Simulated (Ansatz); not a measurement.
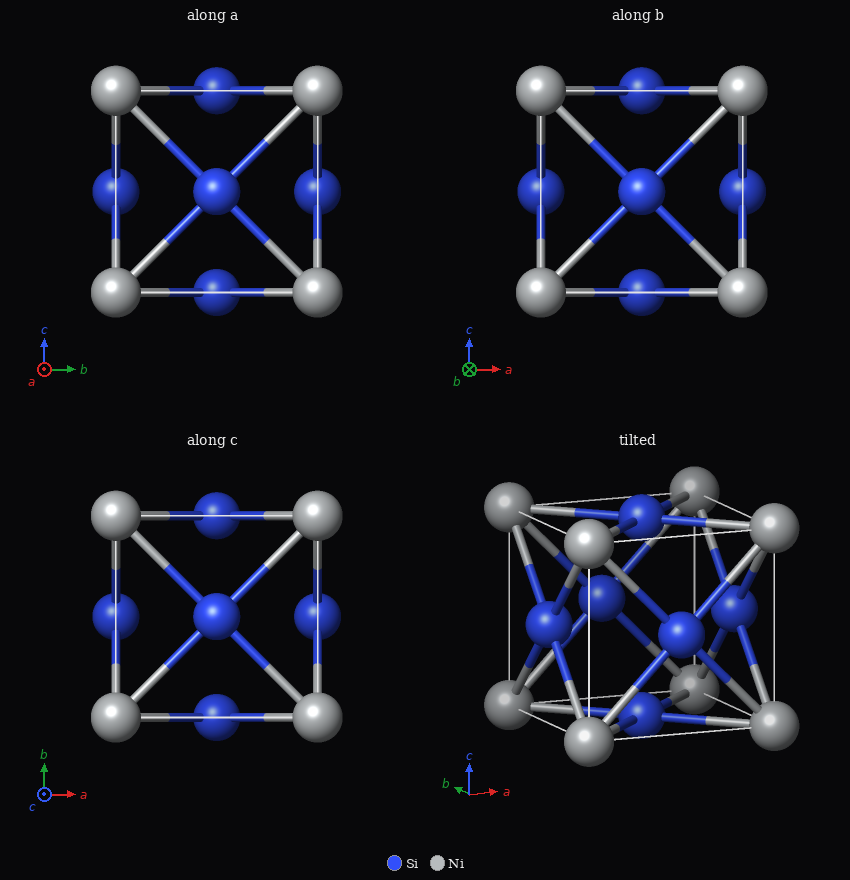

Ball-and-stick representation of a periodic structure, projected along the a axis, along the b axis, along the c axis and slightly off an axis. Atoms at the boundary of the conventional unit cell (the box) are drawn once for each face, edge or corner they touch.

Lattice parameters: a = 3.700 Å, b = 3.700 Å, c = 3.700 Å, α = 90.00°, β = 90.00°, γ = 90.00°. Put a along x and b in the xy plane.

Q: Convert the drawing into a POSCAR file.

A:
```
Si Ni
1.0
     3.700    0.000    0.000
     0.000    3.700    0.000
     0.000    0.000    3.700
Si Ni
3 1
Direct
  0.0000 0.5000 0.5000
  0.5000 0.0000 0.5000
  0.5000 0.5000 0.0000
  0.0000 0.0000 0.0000
```

Source of the structure: a structure type filled with these elements by a generator (whether the compound takes this form wasn't checked). Earlier steps of the study, as a rule a relaxation of our own, may have changed the cell and positions, so they can lie some per cent off the listed ones. It went into a calculation with Ansatz.
